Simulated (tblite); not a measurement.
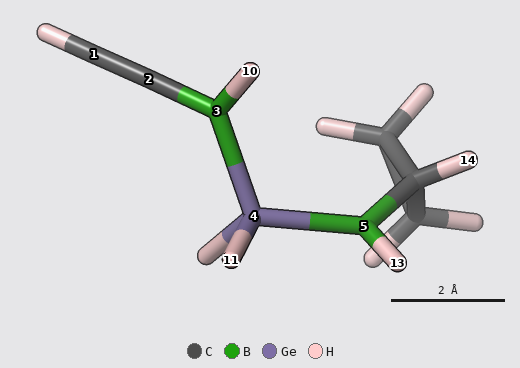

Figure 1. The starting structure (stick view, seen at an oblique angle; atoms are numbered from 1 in the order of the input). Sticks mark near contacts. Bond lengths as drawn: B–C 1.52 to 1.56 Å, B–Ge 1.99 to 2.00 Å, B–H 1.18 to 1.19 Å, C–C 1.21 to 1.53 Å, C–H 1.07 to 1.12 Å and Ge–H 1.57 Å.

## C5H10B2Ge: geometry relaxation (part 1 of 3)

C5H10B2Ge, computed with GFN2-xTB geometry optimisation, gas phase (tblite 0.8.0).

It belongs to a series of runs on one base structure; here: BH inserted into a C-Ge bond.

## Input file
```
{"job": {"kind": "relax", "xc": "GFN2-xTB", "basis": "xTB"}, "charge": 0, "multiplicity": 1}
C      3.805300     1.570800     0.636300
C      3.084900     0.854900    -0.026200
B      2.210500    -0.071100    -0.849400
Ge     0.948600    -1.386500    -0.029600
B     -0.873700    -1.396800    -0.819800
C     -1.796700    -0.172600    -1.091100
C     -1.613400     1.164000    -0.464000
C     -2.621800     0.223400     0.139000
H      4.430400     2.216700     1.225400
H      2.253500    -0.003200    -2.027800
H      1.599400    -2.799000    -0.261700
H      0.943700    -1.210300     1.531300
H     -1.241200    -2.421300    -1.308600
H     -2.299800    -0.170000    -2.076200
H     -0.723800     1.453700     0.123300
H     -2.088700     1.993000    -1.028100
H     -3.700600     0.359800    -0.077200
H     -2.325400    -0.199000     1.128000
```

The first line tells a small driver script what to run in tblite; the rest is the geometry in Å.

Hardware: 1 CPU thread, shared host.

Launched with:
```bash
OMP_NUM_THREADS=1 python <driver script> task.json out
```

## Log
```
step      E/eV     max force
  0    -545.35968    1.356
  1    -545.47933    0.895
  2    -545.52909    2.682
  3    -545.56253    1.551
  4    -545.58870    0.428
  5    -545.60187    0.268
  6    -545.61707    0.446
  7    -545.62266    0.259
  8    -545.62821    0.177
  9    -545.63348    0.275
 10    -545.63906    0.302
 11    -545.64282    0.157
 12    -545.64530    0.143
 13    -545.64790    0.175
 14    -545.65185    0.265
 15    -545.65712    0.261
 16    -545.66285    0.249
 17    -545.66798    0.214
 18    -545.67270    0.206
 19    -545.67824    0.256
 20    -545.68484    0.238
 21    -545.69108    0.194
 22    -545.69608    0.137
 23    -545.70002    0.174
 24    -545.70359    0.160
 25    -545.70698    0.135
 26    -545.70998    0.110
 27    -545.71251    0.137
 28    -545.71475    0.104
 29    -545.71684    0.120
 30    -545.71879    0.119
 31    -545.72071    0.132
 32    -545.72285    0.117
 33    -545.72543    0.117
 34    -545.72845    0.131
 35    -545.73154    0.121
 36    -545.73440    0.147
 37    -545.73718    0.150
 38    -545.74031    0.137
 39    -545.74370    0.140
 40    -545.74727    0.131
 41    -545.74965    0.131
 42    -545.75221    0.132
 43    -545.75485    0.146
 44    -545.75793    0.144
 45    -545.76087    0.144
 46    -545.76339    0.136
 47    -545.76551    0.109
 48    -545.76762    0.137
 49    -545.76988    0.161
 50    -545.77190    0.125
 51    -545.77331    0.101
 52    -545.77426    0.081
 53    -545.77491    0.067
 54    -545.77555    0.066
 55    -545.77628    0.074
 56    -545.77689    0.069
 57    -545.77731    0.045
 58    -545.77759    0.043
 59    -545.77787    0.044
 60    -545.77823    0.051
 61    -545.77863    0.057
 62    -545.77901    0.046
 63    -545.77937    0.046
 64    -545.77984    0.060
 65    -545.78053    0.093
 66    -545.78151    0.109
 67    -545.78271    0.095
 68    -545.78393    0.109
 69    -545.78511    0.112
 70    -545.78641    0.102
 71    -545.78802    0.098
 72    -545.78982    0.099
 73    -545.79146    0.092
 74    -545.79280    0.081
 75    -545.79380    0.085
 76    -545.79457    0.069
 77    -545.79530    0.059
 78    -545.79609    0.051
 79    -545.79648    0.040
 80    -545.79681    0.043
 81    -545.79701    0.035
 82    -545.79719    0.036
 83    -545.79737    0.028
 84    -545.79752    0.029
 85    -545.79765    0.028
 86    -545.79778    0.028
 87    -545.79793    0.027
 88    -545.79808    0.027
 89    -545.79820    0.025
 90    -545.79832    0.025
 91    -545.79845    0.030
 92    -545.79859    0.026
 93    -545.79870    0.021
 94    -545.79878    0.021
 95    -545.79886    0.024
 96    -545.79897    0.028
 97    -545.79913    0.033
 98    -545.79932    0.032
 99    -545.79951    0.034
100    -545.79968    0.044
101    -545.79987    0.037
102    -545.80013    0.049
103    -545.80048    0.042
104    -545.80088    0.045
105    -545.80130    0.056
106    -545.80181    0.062
107    -545.80241    0.124
108    -545.80308    0.086
109    -545.80377    0.060
110    -545.80440    0.079
111    -545.80466    0.066
112    -545.80511    0.057
113    -545.80595    0.073
114    -545.80648    0.049
115    -545.80728    0.061
116    -545.80799    0.065
117    -545.80865    0.065
118    -545.80934    0.056
119    -545.80993    0.142
120    -545.81042    0.056
121    -545.81094    0.051
122    -545.81145    0.045
123    -545.81189    0.042
124    -545.81256    0.061
125    -545.81319    0.078
126    -545.81382    0.072
127    -545.81462    0.071
128    -545.81552    0.176
129    -545.81646    0.097
130    -545.81765    0.113
131    -545.81920    0.233
132    -545.82010    0.144
133    -545.82153    0.071
134    -545.82303    0.098
135    -545.82445    0.086
136    -545.82553    0.081
137    -545.82575    0.149
138    -545.82724    0.138
139    -545.82785    0.062
140    -545.82859    0.044
141    -545.82924    0.044
142    -545.82953    0.042
143    -545.82985    0.039
144    -545.83004    0.035
145    -545.83019    0.054
146    -545.83034    0.035
147    -545.83052    0.031
148    -545.83069    0.042
149    -545.83079    0.022
150    -545.83085    0.020
151    -545.83089    0.017
152    -545.83094    0.013
153    -545.83099    0.021
154    -545.83106    0.021
155    -545.83112    0.018
156    -545.83119    0.021
157    -545.83128    0.024
158    -545.83139    0.030
159    -545.83153    0.032
160    -545.83167    0.029
161    -545.83180    0.024
162    -545.83189    0.017
163    -545.83193    0.015
164    -545.83197    0.013
165    -545.83200    0.012
166    -545.83203    0.015
167    -545.83205    0.013
168    -545.83207    0.013
169    -545.83208    0.014
170    -545.83209    0.014
171    -545.83211    0.012
172    -545.83213    0.012
173    -545.83215    0.010
```

## Trajectory as extended XYZ (Å, eV, eV/Å), 27 of the 174 frames kept, from step=0 to step=173
```
18
Properties=species:S:1:pos:R:3:forces:R:3 step=0 energy=-545.35968
C     3.8053    1.5708    0.6363    0.0930   0.1760   0.1340
C     3.0849    0.8549   -0.0262   -0.1070  -0.1660  -0.1940
B     2.2105   -0.0711   -0.8494    0.5270   0.6170   0.1120
Ge    0.9486   -1.3865   -0.0296    0.3750  -0.3130   0.8290
B    -0.8737   -1.3968   -0.8198   -0.5300  -0.3050  -0.6960
C    -1.7967   -0.1726   -1.0911    0.5970  -0.8180  -0.0780
C    -1.6134    1.1640   -0.4640   -0.7760   1.1120   0.0310
C    -2.6218    0.2234    0.1390    0.0230   0.0080   0.0260
H     4.4304    2.2167    1.2254   -0.4570  -0.4920  -0.4280
H     2.2535   -0.0032   -2.0278    0.1060   0.0520   0.1920
H     1.5994   -2.7990   -0.2617   -0.3240   0.5940   0.3180
H     0.9437   -1.2103    1.5313    0.0730  -0.2680  -0.6490
H    -1.2412   -2.4213   -1.3086    0.0570   0.3380   0.1410
H    -2.2998   -0.1700   -2.0762   -0.0690   0.0250   0.7470
H    -0.7238    1.4537    0.1233   -0.5510  -0.3680  -0.4920
H    -2.0887    1.9930   -1.0281    0.6770  -0.3670   0.4380
H    -3.7006    0.3598   -0.0772    0.8870   0.0160   0.6040
H    -2.3254   -0.1990    1.1280   -0.6000   0.1620  -1.0370
18
Properties=species:S:1:pos:R:3:forces:R:3 step=7 energy=-545.62266
C     3.7925    1.5688    0.6302    0.1470   0.1620   0.1390
C     3.0875    0.8556   -0.0415   -0.1280  -0.1150  -0.0990
B     2.2225   -0.0557   -0.8431    0.0960   0.1060  -0.0330
Ge    0.9637   -1.3742   -0.0065   -0.0410   0.0350   0.0410
B    -0.8525   -1.4119   -0.8587   -0.1690   0.0040  -0.1470
C    -1.7669   -0.1879   -1.0822   -0.1230  -0.0410  -0.0390
C    -1.6393    1.1829   -0.4724    0.0330  -0.0320   0.0690
C    -2.6097    0.2228    0.1194   -0.0070   0.0840   0.0690
H     4.4117    2.1947    1.2102   -0.0510  -0.0460  -0.0400
H     2.2751    0.0101   -2.0114    0.0490   0.0140  -0.0550
H     1.5685   -2.7417   -0.2027    0.0250  -0.0230   0.1250
H     0.9573   -1.2545    1.4940    0.0050  -0.0630   0.0290
H    -1.2494   -2.4203   -1.3217    0.0860   0.0980  -0.0130
H    -2.3355   -0.1789   -2.0066   -0.1240  -0.0930  -0.0500
H    -0.7521    1.4221    0.0959    0.0720  -0.0230   0.0150
H    -2.0434    2.0188   -1.0289    0.0950  -0.0470  -0.0010
H    -3.6690    0.3726   -0.0259   -0.0040   0.0250  -0.0340
H    -2.3698   -0.2170    1.0754    0.0370  -0.0460   0.0240
18
Properties=species:S:1:pos:R:3:forces:R:3 step=13 energy=-545.64790
C     3.7923    1.5760    0.6312    0.1020   0.1050   0.0960
C     3.0884    0.8635   -0.0431   -0.0870  -0.0790  -0.1010
B     2.2321   -0.0436   -0.8577    0.0050   0.0060   0.0420
Ge    0.9495   -1.3552   -0.0071    0.0170   0.0030   0.0100
B    -0.8684   -1.4001   -0.8859   -0.0150  -0.1310   0.0010
C    -1.8060   -0.1947   -1.0871    0.0700  -0.0740  -0.0020
C    -1.6281    1.1705   -0.4677   -0.0100  -0.0400  -0.0510
C    -2.6124    0.2345    0.1333    0.0150  -0.0160  -0.0290
H     4.4110    2.1966    1.2156   -0.0330  -0.0190  -0.0140
H     2.3024    0.0196   -2.0279    0.0140  -0.0130   0.0330
H     1.5667   -2.7299   -0.1425   -0.0150   0.0120  -0.0290
H     0.9570   -1.2797    1.5013   -0.0540   0.0990  -0.0250
H    -1.2309   -2.4145   -1.3566    0.0510   0.0550  -0.0670
H    -2.3981   -0.2036   -2.0008   -0.0230   0.0680   0.0640
H    -0.7274    1.3918    0.0905    0.0400  -0.1230  -0.0470
H    -2.0010    2.0141   -1.0288   -0.0300   0.0480   0.0110
H    -3.6680    0.3948   -0.0179   -0.0430   0.0710   0.0640
H    -2.3680   -0.2339    1.0746   -0.0060   0.0270   0.0430
18
Properties=species:S:1:pos:R:3:forces:R:3 step=20 energy=-545.68484
C     3.7927    1.5941    0.6359   -0.1240  -0.1040  -0.0860
C     3.0891    0.8853   -0.0457    0.0720   0.0700   0.1480
B     2.2434   -0.0269   -0.8544   -0.1680  -0.1680  -0.0080
Ge    0.9184   -1.3248   -0.0113   -0.0470  -0.0670  -0.0560
B    -0.8955   -1.4303   -0.9387    0.1300   0.1210   0.0240
C    -1.8753   -0.2469   -1.0788   -0.0430   0.0490   0.0510
C    -1.5946    1.1139   -0.4850   -0.0360   0.0080   0.1440
C    -2.6101    0.2499    0.1664    0.0420  -0.0540   0.0120
H     4.3996    2.2069    1.2309    0.1030   0.1130   0.0840
H     2.3553    0.0095   -2.0190   -0.0160  -0.0370  -0.0590
H     1.5579   -2.7060   -0.0821   -0.0510   0.1380  -0.0170
H     0.8886   -1.1901    1.4976   -0.0580   0.0790  -0.0700
H    -1.1550   -2.4119   -1.5167   -0.0220  -0.0700  -0.0850
H    -2.5106   -0.2123   -1.9590   -0.0150  -0.1050  -0.0430
H    -0.6456    1.2246    0.0240   -0.0030   0.1190  -0.0160
H    -1.9386    1.9995   -1.0043    0.1000  -0.1050  -0.0230
H    -3.6607    0.4904    0.0534    0.1350  -0.0200   0.0300
H    -2.3678   -0.2188    1.1103   -0.0010   0.0320  -0.0310
18
Properties=species:S:1:pos:R:3:forces:R:3 step=27 energy=-545.71251
C     3.7769    1.6004    0.6468   -0.0880  -0.0910  -0.0530
C     3.0702    0.8764   -0.0171    0.0430   0.0470   0.0130
B     2.2288   -0.0349   -0.8446   -0.0260  -0.0060  -0.0130
Ge    0.8708   -1.3025   -0.0316    0.0560   0.0330  -0.0270
B    -0.8953   -1.4412   -0.9956   -0.0020   0.0360   0.0320
C    -1.9081   -0.2836   -1.0607   -0.0560   0.0260   0.0660
C    -1.5631    1.0729   -0.4758    0.0220   0.0180  -0.0420
C    -2.5864    0.2444    0.2014    0.0600   0.0880   0.0390
H     4.3919    2.2224    1.2322   -0.0210   0.0010  -0.0040
H     2.3754   -0.0241   -2.0092    0.0230   0.0090   0.0210
H     1.5381   -2.6557   -0.0545    0.0170  -0.0430   0.0480
H     0.8005   -1.0812    1.4565   -0.0660   0.0020   0.0530
H    -1.1013   -2.3898   -1.6482   -0.0220  -0.0300  -0.0830
H    -2.5732   -0.2577   -1.9214    0.0210   0.0370   0.0190
H    -0.5886    1.1701   -0.0124   -0.0370  -0.0020   0.0270
H    -1.8718    1.9608   -1.0076   -0.0590  -0.0180  -0.0280
H    -3.6227    0.5461    0.1152    0.0670  -0.0870  -0.0090
H    -2.3509   -0.2166    1.1504    0.0680  -0.0180  -0.0600
18
Properties=species:S:1:pos:R:3:forces:R:3 step=33 energy=-545.72543
C     3.7536    1.5897    0.6556   -0.0050   0.0180  -0.0240
C     3.0541    0.8695   -0.0185   -0.0130   0.0140   0.0020
B     2.2145   -0.0415   -0.8495    0.1020   0.0430   0.0010
Ge    0.8565   -1.2968   -0.0349   -0.0830  -0.0020   0.0210
B    -0.8951   -1.4478   -1.0208   -0.0180   0.0280  -0.0860
C    -1.9165   -0.2974   -1.0427    0.0710   0.0460  -0.0810
C    -1.5450    1.0677   -0.4816   -0.0020  -0.0290  -0.0350
C    -2.5512    0.2535    0.2267   -0.0360  -0.1050  -0.0170
H     4.3709    2.2252    1.2268   -0.0580  -0.0540  -0.0110
H     2.3976   -0.0360   -2.0091   -0.0340  -0.0220   0.0180
H     1.5331   -2.6415   -0.0050    0.0340  -0.0780   0.0600
H     0.7194   -1.0345    1.4465    0.0000  -0.0070  -0.0030
H    -1.0838   -2.3585   -1.7384    0.0190   0.0360   0.0270
H    -2.6027   -0.2600   -1.8862    0.0280   0.0110  -0.0020
H    -0.5711    1.1629   -0.0185    0.0110   0.0450  -0.0770
H    -1.8654    1.9394   -1.0329   -0.0020   0.0140   0.0400
H    -3.5889    0.5369    0.1495   -0.0650  -0.0010   0.0800
H    -2.2889   -0.2245    1.1565    0.0510   0.0440   0.0870
18
Properties=species:S:1:pos:R:3:forces:R:3 step=40 energy=-545.74727
C     3.7129    1.5871    0.6497    0.0580   0.0710   0.0710
C     3.0208    0.8646   -0.0266   -0.0290  -0.0490  -0.0250
B     2.2104   -0.0702   -0.8528    0.0010   0.0080   0.0090
Ge    0.8355   -1.3101   -0.0331   -0.0270  -0.0920   0.0750
B    -0.8763   -1.4323   -1.0905   -0.0070  -0.0610  -0.0050
C    -1.9087   -0.2948   -1.0521    0.0180  -0.0110  -0.0100
C    -1.5392    1.0696   -0.4992   -0.0060   0.0700   0.0130
C    -2.4928    0.2308    0.2547    0.0190   0.0360   0.0140
H     4.3187    2.2142    1.2384   -0.0120   0.0160   0.0110
H     2.4022   -0.0732   -2.0088   -0.0260  -0.0510  -0.0270
H     1.5271   -2.6527    0.1187   -0.0900   0.0610  -0.0180
H     0.6057   -0.9848    1.4305    0.0530   0.0110  -0.0700
H    -1.0568   -2.3054   -1.8563    0.0570   0.0450   0.0350
H    -2.6267   -0.2431   -1.8667   -0.0350  -0.0390   0.0030
H    -0.5500    1.1970   -0.0817    0.0680  -0.0270  -0.0200
H    -1.8879    1.9345   -1.0393   -0.1050   0.0780   0.0000
H    -3.5429    0.4817    0.2550   -0.0110   0.0320  -0.0370
H    -2.1607   -0.2064    1.1839    0.0750  -0.0980  -0.0190
```
